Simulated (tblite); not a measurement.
Property calculation of InH2Cl3O

- system: InH2Cl3O (In(H2O)Cl3)
- method: GFN1-xTB, R-SCC (tblite 0.8.0)

The geometry comes from this level: GFN2-xTB.

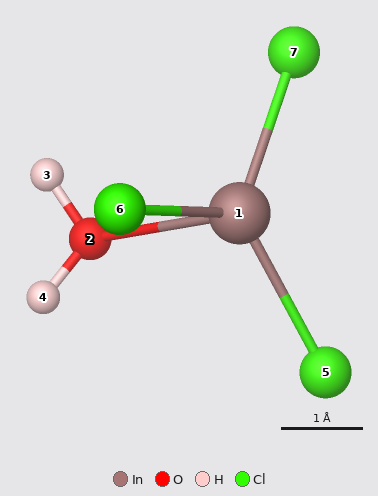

*The structure as given in the input (ball-and-stick view, seen at a tilt; atoms are numbered from 1 in the order of the input). Sticks mark near contacts.*

Bond lengths as drawn: Cl–In 2.30 to 2.31 Å, H–O 0.96 Å and In–O 2.48 Å.

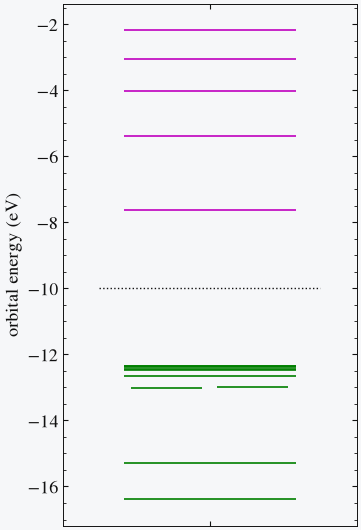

*Orbital energies near the frontier; the dotted line parts filled from empty levels, and levels within 0.02 eV of each other stand side by side.*

Highest filled −12.34 eV, lowest empty −7.62 eV, 4.72 eV apart.

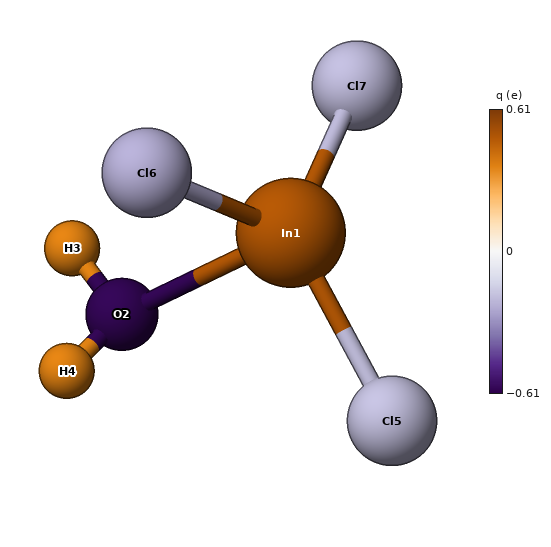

*Mulliken charges, as the colour of each atom (ball-and-stick view, seen at a tilt; atoms are numbered from 1 in the order of the input).*

By element: In +0.49, O −0.58, H +0.37 and Cl −0.24 to −0.19 e.

The input that produced these results follows, with the program's output.

Input (run.py):
```python
import json
import numpy as np
from tblite.interface import Calculator
from tblite.interface import symbols_to_numbers

symbols = list(map(str, np.loadtxt("geom.xyz", skiprows=2, usecols=0, dtype=str, ndmin=1)))
numbers = np.array(symbols_to_numbers(symbols))
positions = np.loadtxt("geom.xyz", skiprows=2, usecols=(1, 2, 3), ndmin=2) / 0.5291772

calc = Calculator("GFN1-xTB", numbers, positions, charge=0, uhf=0)
calc.set("verbosity", 0)
calc.add("bond-orders")
calc.add("molecular-multipoles")
wfn = calc.singlepoint()

thr = 0.1
print(f"total energy: {wfn.get('energy') * 2625.4996:.8f} kJ/mol")
eps = np.atleast_2d(wfn.get("orbital-energies")) * 27.211386
occ = np.atleast_2d(wfn.get("orbital-occupations"))
filled = occ.sum(axis=0) if eps.shape[0] == 1 else occ[0]
homo = np.nonzero(filled > 0.5)[0].max()
print(f"HOMO {eps[0, homo]:.4f} eV")
if homo + 1 < eps.shape[1]:
    print(f"LUMO {eps[0, homo + 1]:.4f} eV, gap {eps[0, homo + 1] - eps[0, homo]:.4f} eV")
mu = wfn.get("dipole") * 2.541746
print(f"|mu|: {np.linalg.norm(mu):.4f} D, components " + " ".join(f"{c:.4f}" for c in mu))
q = wfn.get("charges")
print("atom     charge    atomic energy/Eh")
for i, (s, e) in enumerate(zip(symbols, wfn.get("energies"))):
    print(f"{s:<2}{i + 1:<3} {q[i]:9.4f} {e:14.6f}")
bo = wfn.get("bond-orders")
bo = bo[..., 0] if bo.ndim == 3 else bo
print("Wiberg-Mayer bond orders above {}:".format(thr))
for i in range(len(symbols)):
    for k in range(i):
        if bo[i, k] > thr:
            print(f"  {symbols[k]}{k + 1}-{symbols[i]}{i + 1}  {bo[i, k]:.3f}")
print("traceless quadrupole (xx xy yy xz yz zz, e bohr^2):", np.round(wfn.get("quadrupole"), 4))
out = {k: np.asarray(wfn.get(k)).tolist() for k in ("energy", "gradient", "charges", "dipole", "orbital-energies", "orbital-occupations", "bond-orders", "energies", "quadrupole")}
out.update(symbols=symbols, positions=(positions * 0.529177210903).tolist())
json.dump(out, open("results.json", "w"))
```

File geom.xyz:
```
7
start geometry
In     0.087780    -0.125510    -1.102030
O      0.090720    -0.086500     1.381700
H     -0.784390    -0.250210     1.750890
H      0.415280     0.749310     1.734760
Cl     2.371930    -0.077440    -1.341930
Cl    -1.072390     1.875890    -1.187620
Cl    -1.108920    -2.085550    -1.235790
```

Launch command:
```bash
python run.py
```

Log:
```
total energy: -53027.67731561 kJ/mol
HOMO -12.3397 eV
LUMO -7.6193 eV, gap 4.7205 eV
|mu|: 4.4959 D, components -1.0133 1.2809 4.1887
atom     charge    atomic energy/Eh
In1      0.4863      -1.581165
O 2     -0.5848      -4.850768
H 3      0.3669      -0.427834
H 4      0.3669      -0.427881
Cl5     -0.1943      -4.295916
Cl6     -0.2379      -4.314000
Cl7     -0.2031      -4.299611
Wiberg-Mayer bond orders above 0.1:
  In1-O2  0.240
  O2-H3  0.866
  O2-H4  0.866
  In1-Cl5  0.852
  In1-Cl6  0.818
  Cl5-Cl6  0.164
  In1-Cl7  0.845
  Cl5-Cl7  0.174
  Cl6-Cl7  0.161
traceless quadrupole (xx xy yy xz yz zz, e bohr^2): [-5.5272  3.2222 -6.445  -4.7659  6.5819 11.9722]
```

Summary:

- outcome: converged
- total energy: −20.197176 hartree
- basis functions: 44
- largest force: 0.279 eV/Å
- HOMO: −12.34 eV
- LUMO: −7.62 eV
- dipole moment: 4.50 D
- hardware: 1 thread of Intel Xeon (Granite Rapids), 192 GiB of memory available, shared host
- peak memory: 0.11 GiB
